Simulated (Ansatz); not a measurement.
**CF (quartet): RPA-PBE over vertical spin and charge gaps, cc-pVTZ**

How well do these functionals follow the top wave-function level for CF (quartet) over vertical spin and charge gaps?

The runs use Ansatz 0.2.0, Gaussian basis; cc-pVTZ, all electrons in the functionals, frozen cores in the correlation of double hybrids and RPA.

Plan: RPA-PBE, at charge 0, quartet; charge 0, doublet; charge 0, sextet; charge 1, triplet; charge 1, quintet.

5 further runs of the same task are left out: 5 set aside as unsound or not needed.

### Step 1. The system

The geometry is a PBE0/def2-TZVP stationary point (not a proven minimum).

2 atoms, charge 0, spin multiplicity 4.

Atoms are counted from 1 here; the program's logs count them from 0.

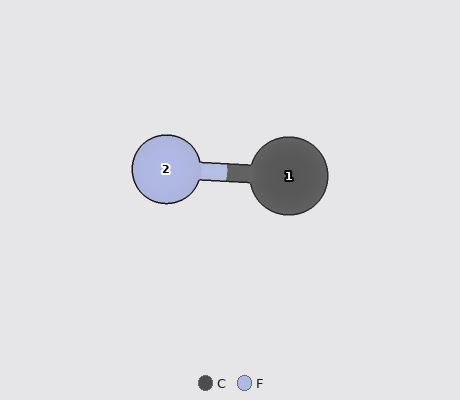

The structure; carbon dark grey, fluorine light blue; atoms are numbered from 1 in the order of the file.

No dispersion term is added.

The geometry shown and the zero of energy belong to the point charge 0, quartet. The yardstick, UCCSDT(Q), and other wave-function levels (R restricted, U unrestricted, valence and pair active spaces) come from earlier runs.

### Step 2. RPA-PBE, charge 0, quartet

in.yaml reads:

```yaml
crystal:
  periodic: [false, false, false]
  atoms:
    - {symbol: C, position_ang: [0.000000, 0.000000, 0.000000]}
    - {symbol: F, position_ang: [0.000000, 0.000000, 1.315900]}
basis:
  gaussian: {orbitals: cc-pVTZ}
magnetization: {spin_polarized: true, initial_magnetization: 3}
hamiltonian: {xc: {name: PBE}}
correlation: {method: rpa, electrons: outside_noble_gas}
```

Started as:

```sh
ansatz run in.yaml --threads 1 --pin off --events-out ev --progress --plain --max-ram 3968MiB --backend cpu
```

Further steps of the session: RPA-PBE, charge 0, doublet; RPA-PBE, charge 0, sextet; RPA-PBE, charge 1, triplet; RPA-PBE, charge 1, quintet.

Before running them: what should the planned runs give, taken together? Wanted: quartet to doublet, UCCSDT(Q); quartet to sextet, UCCSDT(Q); ionisation to the triplet cation, UCCSDT(Q); ionisation to the quintet cation, UCCSDT(Q); largest miss, RPA-PBE.

**Answer**, as computed:

```
                                   quantity                           value
              quartet to doublet, UCCSDT(Q)                       -3.490 eV
               quartet to sextet, UCCSDT(Q)                       13.397 eV
ionisation to the triplet cation, UCCSDT(Q)                       10.485 eV
ionisation to the quintet cation, UCCSDT(Q)                       16.953 eV
                      largest miss, RPA-PBE  -0.255 eV (quartet to doublet)
```

In words: RPA-PBE strays by up to 0.255 eV, at quartet to doublet. Functionals and the yardstick converge differently with the basis, so part of each miss in cc-pVTZ is the basis.
